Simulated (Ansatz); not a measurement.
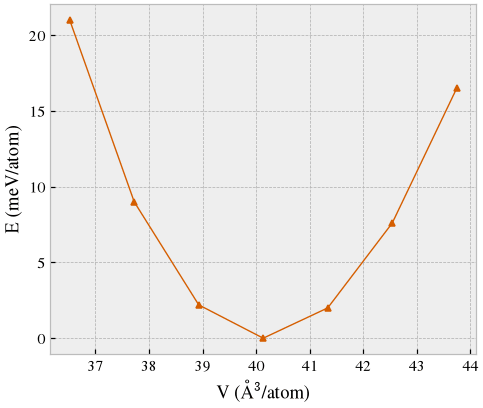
Figure. Ca (fcc (Cu type), space group No. 225) under volume change, DFT-PBE+D3(BJ) in the program Ansatz with PAW potentials, scaled uniformly.

What does a third-order Birch–Murnaghan fit give for V₀, B₀ and B′?

V₀ = 40.13 Å³/atom, B₀ = 18.3 GPa, B′ = 3.0.

Space group Fm-3m (fcc (Cu type)). Symmetry was held in the PBE+D3(BJ) relaxation. The pairwise dispersion correction was not fitted to metals.

Potentials: the earlier of the program's two PAW sets.
